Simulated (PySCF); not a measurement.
**C$_{5}$H$_{6}$ClFO: density, localisation and related maps**

The calculation's input:

```
{"job": {"kind": "nmr", "xc": "PBE0", "basis": "pcSseg-1"}, "charge": 0, "multiplicity": 1}
C      1.984877    -0.179330    -0.324682
C      0.695023     0.049200    -0.163826
C     -0.031734     1.367251    -0.188088
O     -1.414665     1.064404    -0.200546
C     -1.591997    -0.164653     0.452964
C     -0.351964    -0.997241     0.109153
F     -0.010837    -1.840741     1.125501
Cl    -0.611399    -2.016797    -1.342381
H      2.386198    -1.175954    -0.270545
H      2.676338     0.622960    -0.511853
H      0.190535     1.962516    -1.075206
H      0.223848     1.953567     0.708262
H     -2.527474    -0.606052     0.111609
H     -1.617428    -0.039604     1.547472
```

Command:

```sh
OMP_NUM_THREADS=1 python probes_run.py task.json out
```

Geometry: GFN2-xTB.

Level of theory: PBE0/pcSseg-1, SCF density, gas phase, non-relativistic in PySCF 2.14.0.

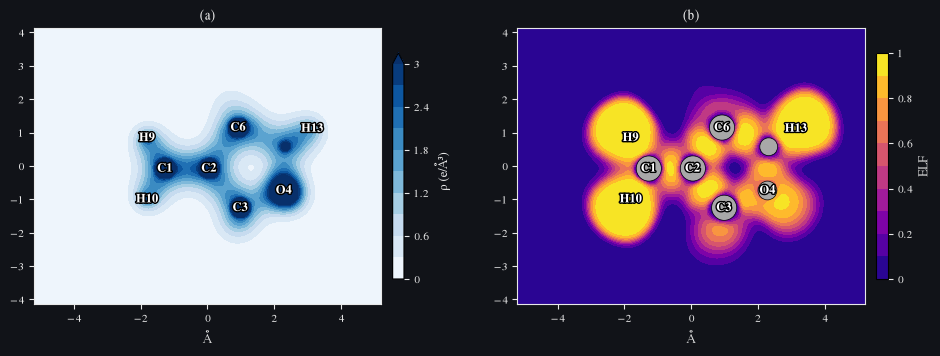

Figure 1. (a) electron density; (b) electron localisation function on the plane of atoms C1, C2 and C3. Grey discs cover the atomic cores in the ELF map.

> What does the map show?

- The section cuts through C, O and H sites.
- C–C (1.32 Å): ρ is about 2.3 e/Å³ halfway; the ELF peaks at about 0.95 between the atoms: a multiple bond.
- C–O (1.42 Å): the density is about 2.1 e/Å³ at the midpoint, with its minimum of 1.8 e/Å³ about 0.5 Å from C; the ELF peaks at about 0.90 between the atoms: a polar covalent bond.
- C–H (1.08 Å): ρ is about 2 e/Å³ halfway; the ELF climbs to about 1 towards the hydrogen, as it does in any bond to H: an ordinary covalent bond to hydrogen.
- C–C (1.51 Å): the density is about 1.8 e/Å³ at the midpoint; the ELF peaks at about 0.95 between the atoms (a covalent bond).
- The ELF also peaks beside O4, away from the bonds: lone-pair regions.

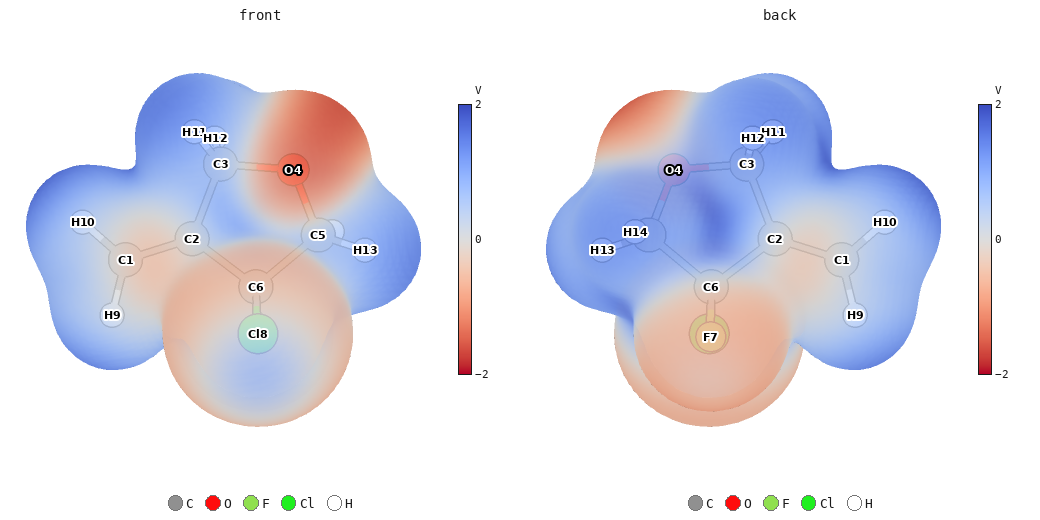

Figure 2. The molecular electrostatic potential painted on the density surface at 0.004 e/bohr³, seen from the front and from behind; red is negative and blue positive.

> Describe the electrostatic potential map.

The most negative region (about −1.5 V) lies over O4, the most positive (about +1.6 V) over the C and H atoms. Cl8 shows a σ-hole: about +0.7 V at the tip opposite its bond, against about −0.5 V on its flanks. O4 is the likeliest acceptor of a hydrogen bond.

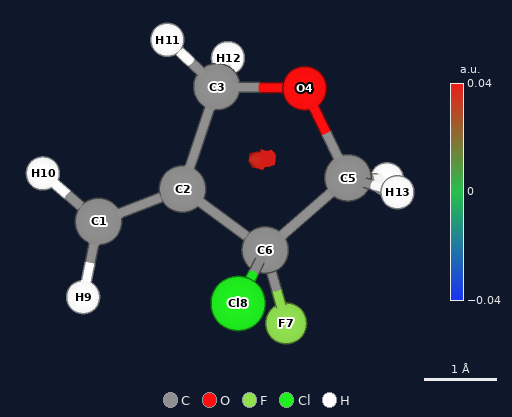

Figure 3. Non-covalent interaction (NCI) plot: the surface where the reduced density gradient is 0.4, for densities under 0.05 a.u., coloured by sign(λ₂)ρ; seen at a tilt.

> What holds or crowds the atoms apart from the covalent bonds?

Inside the ring or cage of C2, C3, O4, C5 and C6: steric crowding (red).
